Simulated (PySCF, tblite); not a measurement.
# C₃H₉FO₂Si₂: geometry, infrared bands and NMR shifts

Aim: predict the infrared bands and NMR shifts of C₃H₉FO₂Si₂ (`F[C@@H]1C[SiH2][C@H](O[SiH3])O1`).

The runs use tblite 0.8.0 and PySCF 2.14.0, with density-fitted response routines of our own; the level of theory stands in each step. All values are computed, except where a source is named. Atoms are numbered from 0 throughout.

### 1 The molecule as given

17 atoms, charge 0, multiplicity 1; geometry from: force field or distance geometry start.

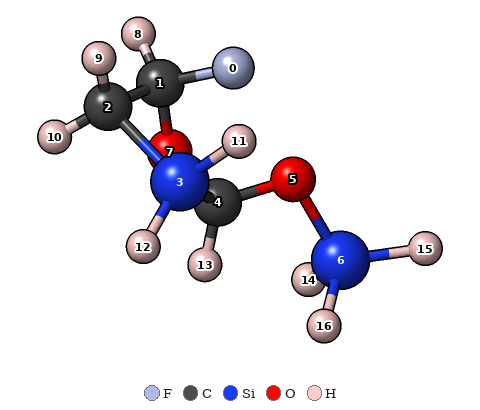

As it starts; fluorine light blue, carbon dark grey, silicon blue, oxygen red, hydrogen pink, atoms numbered.

### 2 Geometry optimisation with GFN2-xTB

What the job is given:

```
{"job": {"kind": "relax", "xc": "GFN2-xTB", "basis": "xTB"}, "charge": 0, "multiplicity": 1}
F     -0.879900     0.067100     1.918800
C     -1.486500     0.875000     0.932300
C     -2.292300    -0.117000     0.105900
Si    -0.816100    -1.255700    -0.138200
C      0.405700     0.157100    -0.071300
O      1.221800     0.153400     1.021600
Si     2.837200     0.312900     0.405900
O     -0.474500     1.252300     0.086300
H     -2.076600     1.680800     1.352100
H     -3.107400    -0.594000     0.681700
H     -2.582200     0.297900    -0.870800
H     -0.700100    -2.119600     1.049200
H     -0.851600    -1.960400    -1.376800
H      0.941000     0.255200    -1.055100
H      3.026300     1.637000    -0.226000
H      3.839800     0.095500     1.449300
H      2.988300    -0.725400    -0.625600
```

Run with:

```console
OMP_NUM_THREADS=1 python probes_run.py task.json out
```

This one command runs all jobs of the session in turn.

Output:

```text
step      E/eV     max force
  0    -744.18936    4.008
  1    -744.59736    2.125
  2    -744.81051    1.769
  3    -744.91075    1.053
  4    -745.03053    0.585
  5    -745.07412    0.679
  6    -745.15351    0.642
  7    -745.20391    0.537
  8    -745.24507    0.457
  9    -745.28117    0.455
 10    -745.32440    0.551
 11    -745.36623    0.520
 12    -745.39670    0.343
 13    -745.41324    0.274
 14    -745.42416    0.260
 15    -745.43210    0.173
 16    -745.43694    0.139
 17    -745.44094    0.141
 18    -745.44463    0.162
 19    -745.44718    0.117
 20    -745.44895    0.097
 21    -745.45082    0.103
 22    -745.45330    0.160
 23    -745.45613    0.160
 24    -745.45837    0.091
 25    -745.45972    0.084
 26    -745.46053    0.075
 27    -745.46117    0.066
 28    -745.46187    0.077
 29    -745.46279    0.091
 30    -745.46409    0.093
 31    -745.46583    0.134
 32    -745.46771    0.125
 33    -745.46941    0.109
 34    -745.47111    0.114
 35    -745.47315    0.124
 36    -745.47586    0.183
 37    -745.47912    0.189
 38    -745.48231    0.130
 39    -745.48513    0.121
 40    -745.48791    0.157
 41    -745.49113    0.173
 42    -745.49460    0.129
 43    -745.49813    0.136
 44    -745.50185    0.130
 45    -745.50548    0.174
 46    -745.50727    0.197
 47    -745.51021    0.125
 48    -745.51195    0.094
 49    -745.51505    0.113
 50    -745.51628    0.096
 51    -745.51796    0.079
 52    -745.51880    0.074
 53    -745.51978    0.084
 54    -745.52100    0.082
 55    -745.52242    0.086
 56    -745.52358    0.080
 57    -745.52450    0.064
 58    -745.52528    0.078
 59    -745.52612    0.081
 60    -745.52711    0.085
 61    -745.52855    0.091
 62    -745.53005    0.080
 63    -745.53188    0.120
 64    -745.53375    0.134
 65    -745.53566    0.115
 66    -745.53685    0.154
 67    -745.53897    0.103
 68    -745.54114    0.114
 69    -745.54453    0.134
 70    -745.54657    0.116
 71    -745.54848    0.104
 72    -745.54964    0.127
 73    -745.55120    0.118
 74    -745.55258    0.094
 75    -745.55480    0.081
 76    -745.55654    0.118
 77    -745.55847    0.101
 78    -745.55988    0.102
 79    -745.56128    0.119
 80    -745.56281    0.085
 81    -745.56485    0.076
 82    -745.56604    0.099
 83    -745.56728    0.099
 84    -745.56910    0.109
 85    -745.57100    0.105
 86    -745.57283    0.105
 87    -745.57468    0.111
 88    -745.57658    0.094
 89    -745.57756    0.134
 90    -745.57929    0.078
 91    -745.58035    0.065
 92    -745.58195    0.077
 93    -745.58279    0.059
 94    -745.58367    0.066
 95    -745.58430    0.067
 96    -745.58490    0.062
 97    -745.58583    0.067
 98    -745.58701    0.080
 99    -745.58812    0.070
100    -745.58893    0.060
101    -745.58968    0.073
102    -745.59045    0.084
103    -745.59163    0.095
104    -745.59273    0.084
105    -745.59385    0.099
106    -745.59485    0.089
107    -745.59597    0.081
108    -745.59709    0.080
109    -745.59826    0.093
110    -745.59962    0.123
111    -745.60142    0.131
112    -745.60341    0.115
113    -745.60505    0.090
114    -745.60592    0.067
115    -745.60639    0.066
116    -745.60681    0.059
117    -745.60801    0.097
118    -745.60896    0.101
119    -745.61081    0.102
120    -745.61249    0.095
121    -745.61434    0.085
122    -745.61565    0.047
123    -745.61647    0.044
124    -745.61682    0.048
125    -745.61727    0.049
126    -745.61769    0.047
127    -745.61817    0.049
128    -745.61859    0.049
129    -745.61890    0.061
130    -745.61908    0.028
131    -745.61926    0.069
132    -745.61946    0.049
133    -745.61977    0.030
134    -745.62013    0.045
135    -745.62061    0.051
136    -745.62092    0.045
137    -745.62113    0.042
138    -745.62135    0.036
139    -745.62160    0.039
140    -745.62189    0.038
141    -745.62215    0.034
142    -745.62238    0.031
143    -745.62259    0.037
144    -745.62279    0.037
145    -745.62302    0.040
146    -745.62332    0.037
147    -745.62375    0.037
148    -745.62436    0.053
149    -745.62514    0.055
150    -745.62604    0.067
151    -745.62694    0.076
152    -745.62771    0.074
153    -745.62825    0.055
154    -745.62313    0.249
155    -745.62884    0.042
156    -745.62912    0.042
157    -745.62995    0.059
158    -745.63015    0.030
159    -745.63036    0.025
160    -745.63043    0.031
161    -745.63049    0.022
162    -745.63051    0.012
163    -745.63053    0.012
164    -745.63054    0.008
```

It took 1.4 s on 1 thread of Arm Neoverse V1, shared host; peak memory 0.18 GiB.

Along the way: (not every step is listed)

```csv
step,energy from step 0 (eV),largest force (eV/Å)
0,0.0000,4.0083
1,-0.4080,2.1253
2,-0.6212,1.7695
3,-0.7214,1.0534
4,-0.8412,0.5851
5,-0.8848,0.6785
6,-0.9642,0.6416
7,-1.0145,0.5370
8,-1.0557,0.4573
23,-1.2668,0.1601
38,-1.2930,0.1297
53,-1.3304,0.0840
68,-1.3518,0.1145
83,-1.3779,0.0989
98,-1.3976,0.0798
113,-1.4157,0.0897
128,-1.4292,0.0488
143,-1.4332,0.0367
158,-1.4408,0.0305
159,-1.4410,0.0253
160,-1.4411,0.0305
161,-1.4411,0.0224
162,-1.4411,0.0124
163,-1.4412,0.0124
164,-1.4412,0.0078
```

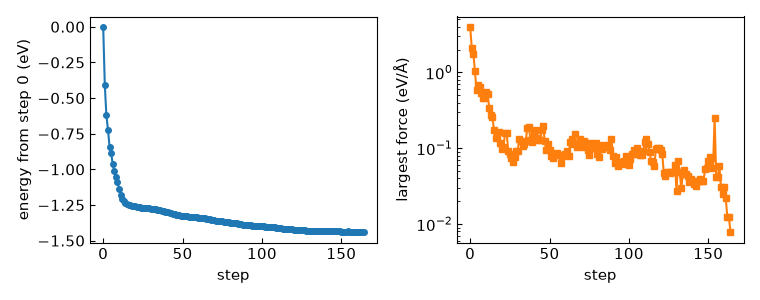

Energy and largest force along the relaxation.

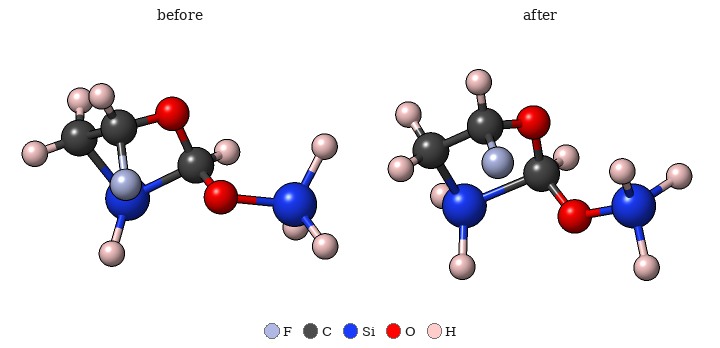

Before and after, at one scale.

Close pairs (by a distance rule), those that changed most:

| bond | before (Å) | after (Å) | change (Å) |
| --- | --- | --- | --- |
| O5–Si6 | 1.736 | 1.633 | -0.104 |
| Si3–C4 | 1.869 | 1.923 | +0.054 |
| Si3–H12 | 1.425 | 1.463 | +0.037 |
| C2–Si3 | 1.880 | 1.909 | +0.029 |
| C4–H13 | 1.124 | 1.097 | -0.027 |
| C4–O5 | 1.364 | 1.389 | +0.025 |
| F0–C1 | 1.412 | 1.387 | -0.025 |
| Si6–H14 | 1.479 | 1.459 | -0.020 |

The end geometry stands in the next job.

### 3 Infrared spectrum with GFN2-xTB

What the job is given:

```
{"job": {"kind": "ir", "xc": "GFN2-xTB", "basis": "xTB"}, "charge": 0, "multiplicity": 1}
F     -0.541702     0.872484     1.896654
C     -1.127611     1.016357     0.648081
C     -2.120559    -0.128266     0.455537
Si    -1.017882    -1.509470    -0.266278
C      0.386672    -0.241161    -0.610315
O      1.447388    -0.559806     0.228713
Si     2.652583     0.432720     0.705969
O     -0.159818     1.038223    -0.329486
H     -1.591846     2.011496     0.658367
H     -2.593511    -0.352945     1.408142
H     -2.895764     0.190774    -0.239205
H     -0.574724    -2.494095     0.711269
H     -1.589744    -2.062867    -1.493810
H      0.757147    -0.159016    -1.639480
H      2.182645     1.554806     1.511418
H      3.415881    -0.550548     1.461604
H      3.363846     0.953341    -0.467629
```

Output:

```text
mode    cm-1     km/mol
  1      56.8      1.68
  2      75.4      2.64
  3      98.5      1.70
  4     125.2      2.03
  5     156.8      1.88
  6     214.2      3.98
  7     352.2     15.45
  8     416.7      7.19
  9     453.2     27.02
 10     469.0     43.75
 11     512.2      2.10
 12     559.6     19.64
 13     604.9     51.64
 14     632.9     84.03
 15     641.6    143.82
 16     693.5     41.84
 17     731.7     88.15
 18     740.7     55.94
 19     744.6    247.95
 20     758.2     38.57
 21     786.8     92.40
 22     807.5    262.70
 23     815.5    110.37
 24     827.0    311.70
 25     897.8    100.96
 26     930.2     89.60
 27     986.8    105.02
 28    1072.5    282.33
 29    1110.5      3.51
 30    1129.2    117.79
 31    1195.4     42.40
 32    1220.2     46.12
 33    1274.8     31.97
 34    1301.2     20.51
 35    1319.2      8.19
 36    1444.6      8.51
 37    2213.1    326.71
 38    2278.3    306.47
 39    2296.6    229.08
 40    2323.3    172.66
 41    2338.4    320.46
 42    2885.5     60.51
 43    2919.9     43.28
 44    3003.6     16.46
 45    3028.3      5.21
```

Run time: 0.74 s. Hardware: 1 thread of Arm Neoverse V1, shared host; peak memory 0.18 GiB.

The strongest bands and the atoms that carry them (share of the mass-weighted mode):

```csv
cm⁻¹,km/mol,atoms
745,247.9,"H15 54 %, H16 18 %, H14 13 %"
808,262.7,"H14 27 %, H15 19 %, H16 19 %, Si6 16 %"
827,311.7,"H16 41 %, H14 40 %"
1072,282.3,"C1 32 %, O5 15 %, C4 15 %"
2213,326.7,H16 94 %
2278,306.5,H12 96 %
2297,229.1,H14 93 %
2338,320.5,H11 95 %
```

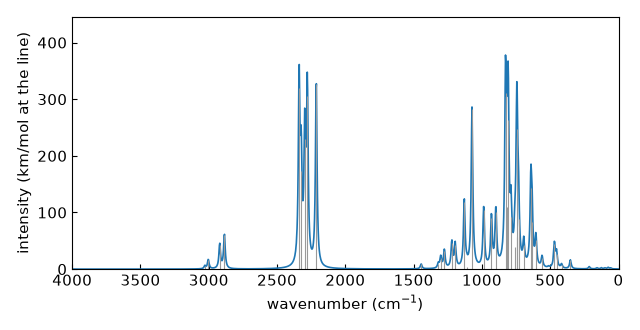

The infrared spectrum from these modes, unscaled. Lines are broadened to a width of 14 cm⁻¹ (Lorentzian).

### 4 Shielding tensors: PBE0/pcSseg-1

Same as in step 3 but for these lines:

```diff
@@ -1,2 +1,2 @@
-{"job": {"kind": "ir", "xc": "GFN2-xTB", "basis": "xTB"}, "charge": 0, "multiplicity": 1}
+{"job": {"kind": "nmr", "xc": "PBE0", "basis": "pcSseg-1"}, "charge": 0, "multiplicity": 1}
 F     -0.541702     0.872484     1.896654
```

With the program's defaults for keys left out, this is: GIAO PBE0/pcSseg-1 NMR shielding, non-relativistic, gas phase.

Output:

```text
coarse grid: 15344 points
cycle   1  E = -948.1029606089  dE =  1.076e+00  |g| = 9.234e-01  |ddm| = 3.696e+00
cycle   2  E = -947.9466608054  dE =  1.563e-01  |g| = 1.331e+00  |ddm| = 1.488e+00
cycle   3  E = -948.2485281709  dE = -3.019e-01  |g| = 1.111e-01  |ddm| = 9.760e-01
cycle   4  E = -948.2502569792  dE = -1.729e-03  |g| = 5.929e-02  |ddm| = 1.165e-01
cycle   5  E = -948.2508902034  dE = -6.332e-04  |g| = 1.281e-02  |ddm| = 4.462e-02
cycle   6  E = -948.2509136552  dE = -2.345e-05  |g| = 4.979e-03  |ddm| = 1.094e-02
cycle   7  E = -948.2509185856  dE = -4.930e-06  |g| = 6.141e-04  |ddm| = 3.887e-03
final grid: 139848 points
cycle   8  E = -948.3252672748  dE = -2.808e-05  |g| = 1.285e-02  |ddm| = 2.575e-02
cycle   9  E = -948.3252356215  dE =  3.165e-05  |g| = 1.864e-02  |ddm| = 1.797e-02
cycle  10  E = -948.3252961567  dE = -6.054e-05  |g| = 6.797e-04  |ddm| = 1.100e-02
cycle  11  E = -948.3252962377  dE = -8.099e-08  |g| = 3.063e-04  |ddm| = 8.514e-04
cycle  12  E = -948.3252962572  dE = -1.956e-08  |g| = 7.672e-05  |ddm| = 3.077e-04
cycle  13  E = -948.3252962580  dE = -8.092e-10  |g| = 3.018e-05  |ddm| = 6.296e-05
converged SCF energy = -948.3252962580

GIAO shielding tensors (ppm)
atom      isotropic    diamagn.    paramagn.     s11        s22        s33       span
  0 F      291.277     477.755    -186.478    190.053    330.659    353.119    163.066
  1 C       68.632     240.469    -171.837     42.898     74.599     88.401     45.503
  2 C      165.291     255.370     -90.078    144.047    153.802    198.025     53.978
  3 Si     378.846     879.890    -501.044    342.847    381.024    412.668     69.820
  4 C       86.573     246.419    -159.846     56.009     91.825    111.885     55.875
  5 O      261.952     398.070    -136.118    202.462    239.724    343.670    141.207
  6 Si     389.037     880.485    -491.448    345.350    359.339    462.422    117.072
  7 O      160.769     400.763    -239.993    123.418    130.797    228.093    104.675
  8 H       25.246      29.142      -3.896     22.897     23.068     29.773      6.875
  9 H       30.029      29.681       0.348     25.974     27.450     36.661     10.688
 10 H       30.471      30.151       0.320     25.805     27.426     38.181     12.377
 11 H       27.319      28.849      -1.531     24.017     25.331     32.608      8.591
 12 H       27.393      28.522      -1.129     24.140     24.593     33.446      9.307
 13 H       25.919      31.010      -5.091     22.397     25.527     29.832      7.435
 14 H       26.639      30.203      -3.565     22.453     26.791     30.672      8.218
 15 H       27.049      29.525      -2.476     23.270     25.277     32.601      9.332
 16 H       26.882      29.470      -2.588     23.679     24.716     32.250      8.571
```

Run time: 39 s. Hardware: 1 thread of Arm Neoverse V1, shared host; peak memory 0.86 GiB.

The references, computed at this level on geometries of the same kind, shield at (ppm): ¹H TMS 31.72, ¹³C TMS 186.9, ²⁹Si TMS 349.2, ¹⁹F CFCl3 170.9, ¹⁷O H2O 336.1. Their shielding less the atom's gives the shift. The references are single molecules in the gas phase, so shifts against H2O, NH3, PH3, H3PO4 or CFCl3 are not on the usual liquid scales and can be off by tens of ppm. Atoms listed in one row are averaged.

```
        atoms                                                environment  σ (ppm)  δ (ppm)  δ scaled to CDCl3
           C1                                   sp3 CH bonded to F and O     68.6    118.3              113.5
           C4                             sp3 carbon bearing two oxygens     86.6    100.4               96.0
           C2                                       sp3 CH2 bonded to Si    165.3     21.6               19.2
           H8                    hydrogen on an sp3 CH bonded to F and O    25.25     6.47               6.21
          H13              hydrogen on an sp3 carbon bearing two oxygens    25.92     5.80               5.57
H14, H15, H16                          hydrogen on a silicon bonded to O    26.86     4.86                  –
          H11  hydrogen on a silicon bonded to 2 C, in a 5-membered ring    27.32     4.40                  –
          H12  hydrogen on a silicon bonded to 2 C, in a 5-membered ring    27.39     4.32                  –
           H9                        hydrogen on an sp3 CH2 bonded to Si    30.03     1.69               1.70
          H10                        hydrogen on an sp3 CH2 bonded to Si    30.47     1.25               1.28
           F0                                  fluorine on an sp3 carbon    291.3   -120.3                  –
          Si3           silicon bonded to 2 C, 2 H, in a 5-membered ring    378.8    -29.7                  –
          Si6                                   silicon bonded to O, 3 H    389.0    -39.9                  –
           O7                                               ether oxygen    160.8    175.3                  –
           O5                                     oxygen bonded to C, Si    262.0     74.1                  –
```

The scaled column applies a straight-line fit of computed shieldings to shifts measured in CDCl3, and one for carbons that bear F (root-mean-square error 0.16 ppm for H, 1.9 ppm for C).

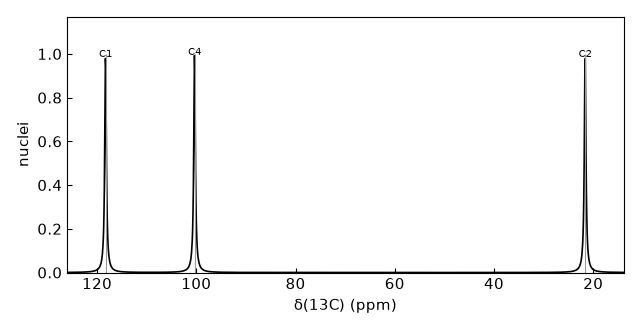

¹³C lines at the computed shifts, without couplings. Lines are broadened to a width of 0.39 ppm (Lorentzian).

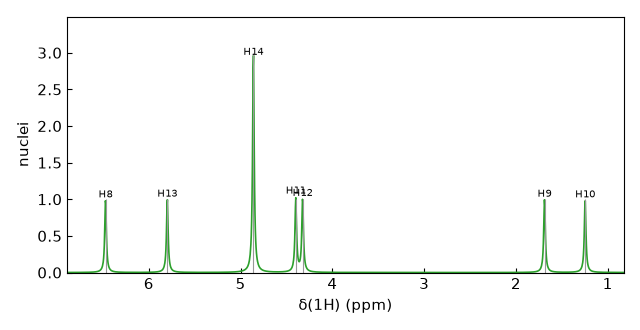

¹H lines at the computed shifts, without couplings. Lines are broadened to a width of 0.02 ppm (Lorentzian).

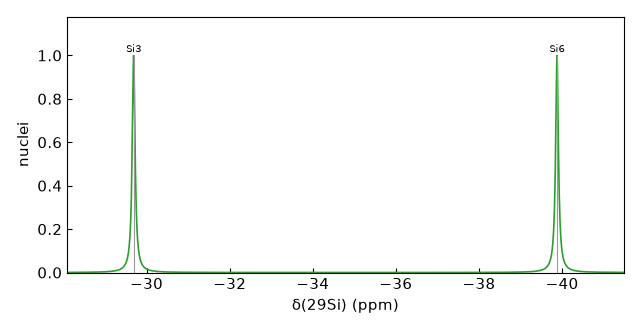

²⁹Si lines at the computed shifts, without couplings. Lines are broadened to a width of 0.08 ppm (Lorentzian).

The run also stored atomic charges by several schemes (e):

```
atoms  Mulliken    IAO  Hirshfeld  ESP fit
   F0     -0.33  -0.34      -0.12    -0.22
   C1      0.40   0.35       0.12     0.31
   C2     -0.54  -0.58      -0.18    -0.36
  Si3      0.69   0.74       0.34     0.42
   C4      0.13   0.00       0.02     0.09
   O5     -0.63  -0.64      -0.23    -0.41
  Si6      0.70   0.86       0.36     0.59
   O7     -0.49  -0.38      -0.13    -0.35
```

Mulliken charges:

F0 -0.33; C1 0.40; C2 -0.54; Si3 0.69; C4 0.13; O5 -0.63; Si6 0.70; O7 -0.49; H8 0.11; H9 0.16; H10 0.16; H11 -0.05; H12 -0.08; H13 0.12; H14 -0.10; H15 -0.12; H16 -0.13

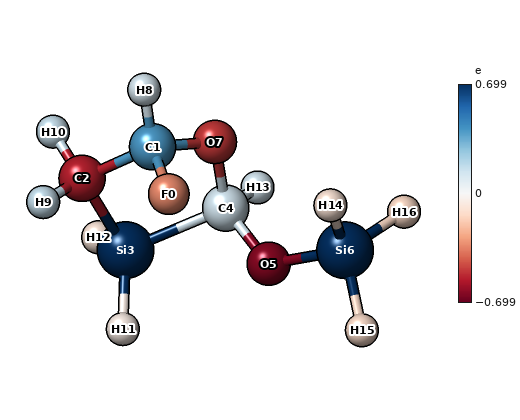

Mulliken charges, as colours on the atoms.

Mayer bond orders: F0–C1 0.88, C1–C2 1.01, C2–Si3 0.90, Si3–C4 0.83, C4–O5 0.88, O5–Si6 0.92, C4–O7 0.90, O7–C1 1.00.

Ring of atoms C1, C2, Si3, C4, O7: NICS(0) -5.2, NICS(1) -3.5, NICS(1)zz -4.1 ppm (means of both faces).

### 5 Summary of results

| quantity | value |
| --- | --- |
| strongest single infrared mode (GFN2-xTB) | 2213 cm⁻¹, 327 km/mol |
| zero-point energy (GFN2-xTB) | 70.7 kcal/mol |
| ¹³C shifts against TMS (PBE0/pcSseg-1) | 118.3, 100.4, 21.6 ppm |
| ¹H shifts against TMS (PBE0/pcSseg-1, means over atoms taken as alike) | 6.47, 5.80, 4.86, 4.40, 4.32, 1.69, 1.25 ppm |
| ¹⁹F shifts against CFCl3 (PBE0/pcSseg-1) | -120.3 ppm |
| ²⁹Si shifts against TMS (PBE0/pcSseg-1) | -29.7, -39.9 ppm |
| ¹⁷O shifts against H2O (PBE0/pcSseg-1) | 175.3, 74.1 ppm |

In words: Over 164 steps the energy fell by 1.441 eV; of the close pairs, O5–Si6 changed most, 1.736 to 1.633 Å. No mode is imaginary among the 45: a minimum at this level. The strongest single mode, at 2213 cm⁻¹, moves mainly H16. Unscaled tight-binding wavenumbers are off by several per cent, some by more. Its intensities can rank the bands wrongly. H8 (hydrogen on an sp3 CH bonded to F and O) lies farthest downfield among hydrogen, at 6.47 ppm; its carbon carries F and O, which withdraws density. At PBE0/pcSseg-1: The largest span, 163 ppm, is at F0, where the paramagnetic term is -186 ppm.
